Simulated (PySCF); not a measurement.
# Ni, Ni⁺, Ni²⁺: ionisation energies in ANO-RCC-VTZP

Each state of nickel is computed at each level; their differences give the ionisation energy. How far do the methods differ?

The numbers are computed with PySCF 2.14.0 (unrestricted determinants in a Gaussian basis, no spin-orbit coupling in the energies), except any that are marked as measured or tabulated.

**1. The atom as given**

| Item | Value |
| --- | --- |
| Element | nickel (Z = 28) |
| Basis | ANO-RCC-VTZP |
| Hamiltonian | the spin-free X2C one-electron Hamiltonian (Gaussian nucleus) |
| State 1 | Ni: [Ar] 3d8 4s2, high-spin 3F determinant |
| State 2 | Ni⁺: [Ar] 3d9, 2D determinant |
| State 3 | Ni²⁺: [Ar] 3d8, high-spin 3F determinant |
| Methods | CCSD(T) |
| Core shells frozen in the correlated runs | valence and next inner shell: [Ne] (for Ni) |

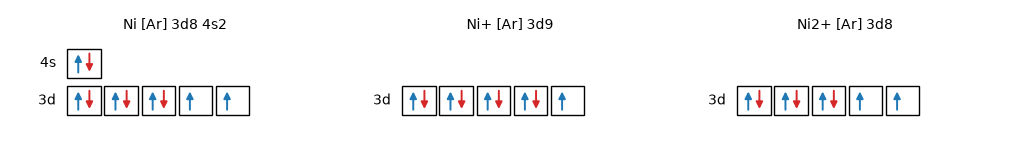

The shells outside the core, filled by Hund's rule for the drawing.

One driver process ran all states and methods and kept the integrals in memory. Each run is shown as a PySCF script that sums up its settings (the driver passes frozen orbitals as a list and adds second-order terms of double hybrids); the logs are those of the runs themselves. The driver starts from symmetry-adapted Hartree-Fock orbitals, holds the occupation by maximum overlap and uses a logarithmic radial grid for functionals, so a plain start would take other cycles.

The integrals over 59 functions and the set-up took 7.2 s of CPU time.

**2. Ni, at CCSD(T) (valence and next inner shell)**

CCSD(T) (valence and next inner shell):

input.py

```python
from pyscf import gto, scf, dft, mp, cc
import basis_set_exchange as bse
mol = gto.M(atom="Ni 0 0 0", charge=0, spin=2, symmetry="D2h",
            basis=gto.basis.parse(bse.get_basis("ANO-RCC-VTZP", elements=["Ni"], fmt="nwchem")),
            nucmod="G")
mf = scf.UHF(mol).sfx2c1e()
mf.irrep_nelec = {'Ag': (6, 4), 'B1g': (1, 1), 'B2g': (1, 1), 'B3g': (1, 1), 'B1u': (2, 2), 'B2u': (2, 2), 'B3u': (2, 2)}
mf.kernel()
mycc = cc.CCSD(mf, frozen=5).run()
mycc.ccsd_t()
```

Standard output:

```text
CC2 = 0
CCSD nocc = (np.int64(10), np.int64(8)), nmo = (54, 54)
frozen orbitals [[0, 1, 2, 3, 4], [0, 1, 2, 3, 4]]
max_cycle = 100
direct = 0
conv_tol = 1e-08
conv_tol_normt = 1e-06
diis_space = 8
diis_start_cycle = 0
Init t2, MP2 energy = -0.687381075966096
Init E_corr(UCCSD) = -0.687381075978763
cycle = 1  E_corr(UCCSD) = -0.623393051769674  dE = 0.0639880242  norm(t1,t2) = 0.117966
cycle = 2  E_corr(UCCSD) = -0.654722416849098  dE = -0.0313293651  norm(t1,t2) = 0.0468982
cycle = 3  E_corr(UCCSD) = -0.649349904396243  dE = 0.00537251245  norm(t1,t2) = 0.0261934
cycle = 4  E_corr(UCCSD) = -0.650535424203908  dE = -0.00118551981  norm(t1,t2) = 0.00778128
cycle = 5  E_corr(UCCSD) = -0.651068748447391  dE = -0.000533324243  norm(t1,t2) = 0.00101229
cycle = 6  E_corr(UCCSD) = -0.65100613546521  dE = 6.26129822e-05  norm(t1,t2) = 0.000498794
cycle = 7  E_corr(UCCSD) = -0.651004106938493  dE = 2.02852672e-06  norm(t1,t2) = 0.000220314
cycle = 8  E_corr(UCCSD) = -0.651021027491155  dE = -1.69205527e-05  norm(t1,t2) = 9.30193e-05
cycle = 9  E_corr(UCCSD) = -0.65102102089809  dE = 6.59306565e-09  norm(t1,t2) = 4.58267e-05
cycle = 10  E_corr(UCCSD) = -0.651016752506151  dE = 4.26839194e-06  norm(t1,t2) = 1.66399e-05
cycle = 11  E_corr(UCCSD) = -0.651017579536424  dE = -8.27030272e-07  norm(t1,t2) = 4.49871e-06
cycle = 12  E_corr(UCCSD) = -0.651017521040727  dE = 5.84956968e-08  norm(t1,t2) = 1.41456e-06
cycle = 13  E_corr(UCCSD) = -0.651017457531525  dE = 6.35092017e-08  norm(t1,t2) = 5.15206e-07
cycle = 14  E_corr(UCCSD) = -0.651017469702444  dE = -1.21709188e-08  norm(t1,t2) = 1.42285e-07
cycle = 15  E_corr(UCCSD) = -0.651017468480503  dE = 1.22194077e-09  norm(t1,t2) = 4.70195e-08
UCCSD converged
E(UCCSD) = -1519.750320076302  E_corr = -0.6510174684805035
UCCSD(T) correction = -0.0167587570018883
```

CPU time 22 s on a shared host, the integrals not counted.

CCSD correlation -0.65102 hartree, triples -0.01676; total -1519.767079. T1 = 0.018, largest double amplitude 0.108.

**3. Ni⁺, at CCSD(T) (valence and next inner shell)**

CCSD(T) (valence and next inner shell):

input.py

```python
from pyscf import gto, scf, dft, mp, cc
import basis_set_exchange as bse
mol = gto.M(atom="Ni 0 0 0", charge=1, spin=1, symmetry="D2h",
            basis=gto.basis.parse(bse.get_basis("ANO-RCC-VTZP", elements=["Ni"], fmt="nwchem")),
            nucmod="G")
mf = scf.UHF(mol).sfx2c1e()
mf.irrep_nelec = {'Ag': (5, 4), 'B1g': (1, 1), 'B2g': (1, 1), 'B3g': (1, 1), 'B1u': (2, 2), 'B2u': (2, 2), 'B3u': (2, 2)}
mf.kernel()
mycc = cc.CCSD(mf, frozen=5).run()
mycc.ccsd_t()
```

Standard output:

```text
CC2 = 0
CCSD nocc = (np.int64(9), np.int64(8)), nmo = (54, 54)
frozen orbitals [[0, 1, 2, 3, 4], [0, 1, 2, 3, 4]]
max_cycle = 100
direct = 0
conv_tol = 1e-08
conv_tol_normt = 1e-06
diis_space = 8
diis_start_cycle = 0
Init t2, MP2 energy = -0.755423468050874
Init E_corr(UCCSD) = -0.75542346805209
cycle = 1  E_corr(UCCSD) = -0.633028208144966  dE = 0.12239526  norm(t1,t2) = 0.145038
cycle = 2  E_corr(UCCSD) = -0.68962278004872  dE = -0.0565945719  norm(t1,t2) = 0.07952
cycle = 3  E_corr(UCCSD) = -0.674810661250071  dE = 0.0148121188  norm(t1,t2) = 0.0531575
cycle = 4  E_corr(UCCSD) = -0.673444967509742  dE = 0.00136569374  norm(t1,t2) = 0.0037364
cycle = 5  E_corr(UCCSD) = -0.67390911355817  dE = -0.000464146048  norm(t1,t2) = 0.00140739
cycle = 6  E_corr(UCCSD) = -0.673988018146849  dE = -7.89045887e-05  norm(t1,t2) = 0.000539178
cycle = 7  E_corr(UCCSD) = -0.673966943142307  dE = 2.10750045e-05  norm(t1,t2) = 0.000211474
cycle = 8  E_corr(UCCSD) = -0.673942296760268  dE = 2.4646382e-05  norm(t1,t2) = 9.4579e-05
cycle = 9  E_corr(UCCSD) = -0.673945719847791  dE = -3.42308752e-06  norm(t1,t2) = 5.24763e-05
cycle = 10  E_corr(UCCSD) = -0.673949854555772  dE = -4.13470798e-06  norm(t1,t2) = 3.77174e-05
cycle = 11  E_corr(UCCSD) = -0.673949555860591  dE = 2.98695181e-07  norm(t1,t2) = 2.50319e-05
cycle = 12  E_corr(UCCSD) = -0.673949125098968  dE = 4.30761623e-07  norm(t1,t2) = 1.75616e-05
cycle = 13  E_corr(UCCSD) = -0.673949520104306  dE = -3.95005339e-07  norm(t1,t2) = 1.22072e-05
cycle = 14  E_corr(UCCSD) = -0.673949407824476  dE = 1.1227983e-07  norm(t1,t2) = 1.13988e-05
cycle = 15  E_corr(UCCSD) = -0.67394936536316  dE = 4.2461316e-08  norm(t1,t2) = 7.6527e-06
cycle = 16  E_corr(UCCSD) = -0.67394954011583  dE = -1.7475267e-07  norm(t1,t2) = 4.79679e-06
cycle = 17  E_corr(UCCSD) = -0.673949303883931  dE = 2.362319e-07  norm(t1,t2) = 2.77729e-06
cycle = 18  E_corr(UCCSD) = -0.673949361158266  dE = -5.72743358e-08  norm(t1,t2) = 2.41857e-06
cycle = 19  E_corr(UCCSD) = -0.673949412869697  dE = -5.17114301e-08  norm(t1,t2) = 1.9493e-06
cycle = 20  E_corr(UCCSD) = -0.673949363989798  dE = 4.88798988e-08  norm(t1,t2) = 1.35856e-06
cycle = 21  E_corr(UCCSD) = -0.673949401893564  dE = -3.79037661e-08  norm(t1,t2) = 6.79747e-07
cycle = 22  E_corr(UCCSD) = -0.673949392776628  dE = 9.11693609e-09  norm(t1,t2) = 3.30814e-07
UCCSD converged
E(UCCSD) = -1519.470616947243  E_corr = -0.6739493927766278
UCCSD(T) correction = -0.0174966812834752
```

It used 23 s of CPU time after the integrals (shared host).

CCSD correlation -0.67395 hartree, triples -0.01750; total -1519.488114. T1 = 0.013, largest double amplitude 0.030.

**4. Ni²⁺: CCSD(T) (valence and next inner shell)**

CCSD(T) (valence and next inner shell):

input.py

```python
from pyscf import gto, scf, dft, mp, cc
import basis_set_exchange as bse
mol = gto.M(atom="Ni 0 0 0", charge=2, spin=2, symmetry="D2h",
            basis=gto.basis.parse(bse.get_basis("ANO-RCC-VTZP", elements=["Ni"], fmt="nwchem")),
            nucmod="G")
mf = scf.UHF(mol).sfx2c1e()
mf.irrep_nelec = {'Ag': (5, 3), 'B1g': (1, 1), 'B2g': (1, 1), 'B3g': (1, 1), 'B1u': (2, 2), 'B2u': (2, 2), 'B3u': (2, 2)}
mf.kernel()
mycc = cc.CCSD(mf, frozen=5).run()
mycc.ccsd_t()
```

Standard output:

```text
CC2 = 0
CCSD nocc = (np.int64(9), np.int64(7)), nmo = (54, 54)
frozen orbitals [[0, 1, 2, 3, 4], [0, 1, 2, 3, 4]]
max_cycle = 100
direct = 0
conv_tol = 1e-08
conv_tol_normt = 1e-06
diis_space = 8
diis_start_cycle = 0
Init t2, MP2 energy = -0.605150183839191
Init E_corr(UCCSD) = -0.605150183839957
cycle = 1  E_corr(UCCSD) = -0.554182241899628  dE = 0.0509679419  norm(t1,t2) = 0.075109
cycle = 2  E_corr(UCCSD) = -0.5742274935291  dE = -0.0200452516  norm(t1,t2) = 0.0257691
cycle = 3  E_corr(UCCSD) = -0.571049966689909  dE = 0.00317752684  norm(t1,t2) = 0.0131916
cycle = 4  E_corr(UCCSD) = -0.571024019675259  dE = 2.59470147e-05  norm(t1,t2) = 0.0021086
cycle = 5  E_corr(UCCSD) = -0.57126201204706  dE = -0.000237992372  norm(t1,t2) = 0.000641
cycle = 6  E_corr(UCCSD) = -0.571208409047892  dE = 5.36029992e-05  norm(t1,t2) = 0.000228617
cycle = 7  E_corr(UCCSD) = -0.57120818837987  dE = 2.20668022e-07  norm(t1,t2) = 4.66386e-05
cycle = 8  E_corr(UCCSD) = -0.571211728441107  dE = -3.54006124e-06  norm(t1,t2) = 1.82374e-05
cycle = 9  E_corr(UCCSD) = -0.571211201647546  dE = 5.26793561e-07  norm(t1,t2) = 6.91799e-06
cycle = 10  E_corr(UCCSD) = -0.571210762821546  dE = 4.38826e-07  norm(t1,t2) = 2.31508e-06
cycle = 11  E_corr(UCCSD) = -0.571210898776249  dE = -1.35954703e-07  norm(t1,t2) = 7.23811e-07
cycle = 12  E_corr(UCCSD) = -0.571210905700005  dE = -6.92375512e-09  norm(t1,t2) = 1.87411e-07
UCCSD converged
E(UCCSD) = -1518.814153396326  E_corr = -0.5712109057000045
UCCSD(T) correction = -0.00903310891177191
```

CPU time 14 s on a shared host, the integrals not counted.

CCSD correlation -0.57121 hartree, triples -0.00903; total -1518.823187. T1 = 0.009, largest double amplitude 0.019.

**5. The energy differences**

Ionisation energy: Ni [Ar] 3d8 4s2 (3F) → Ni⁺ [Ar] 3d9 (2D).

```csv
method,value (eV),error (eV)
UHF,8.235,+0.647
MP2 (valence and next inner shell),6.384,-1.204
SCS-MP2 (valence and next inner shell),6.723,-0.865
CCSD (valence and next inner shell),7.611,+0.023
CCSD(T) (valence and next inner shell),7.591,+0.003
```

Reference: 7.640 eV (measured; NIST Atomic Spectra Database, ionization energies). A first-order spin-orbit estimate (lowest level to lowest level, LS coupling) adds 0.052 eV; the last energy column includes it. Errors of the correlated levels include the incompleteness of this basis.

Ionisation energy: Ni⁺ [Ar] 3d9 (2D) → Ni²⁺ [Ar] 3d8 (3F).

```csv
method,value (eV),error (eV)
UHF,15.068,-3.155
MP2 (valence and next inner shell),19.157,+0.934
SCS-MP2 (valence and next inner shell),18.648,+0.426
CCSD (valence and next inner shell),17.863,-0.359
CCSD(T) (valence and next inner shell),18.094,-0.129
```

Reference: 18.169 eV (measured; NIST Atomic Spectra Database, ionization energies). A first-order spin-orbit estimate (lowest level to lowest level, LS coupling) adds -0.054 eV; the last energy column includes it. Errors of the correlated levels include the incompleteness of this basis.

The runs at UHF, MP2 (valence and next inner shell) are not shown; their differences are listed all the same.

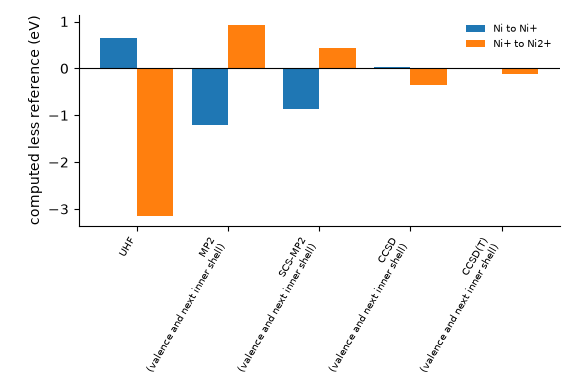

Computed less reference values by method, spin-orbit estimate included.

**6. Summary of results**

| quantity | value |
| --- | --- |
| ionisation energy, Ni | UHF 8.235, CCSD(T) (valence and next inner shell) 7.591 eV; reference 7.640 |
| ionisation energy, Ni⁺ | UHF 15.068, CCSD(T) (valence and next inner shell) 18.094 eV; reference 18.169 |

Accuracy by level (over 2 differences):

```csv
method,mean absolute miss against the measured values (with the measured fine structure taken into account where it is known) (eV)
UHF,1.901
MP2 (valence and next inner shell),1.069
SCS-MP2 (valence and next inner shell),0.645
CCSD (valence and next inner shell),0.191
CCSD(T) (valence and next inner shell),0.066
```

What this shows: CCSD(T) (valence and next inner shell) lands nearest to the measured values (mean absolute error over 2 measured values 0.07 eV); UHF misses by most (1.90 eV). The basis is finite, and no extrapolation was made.
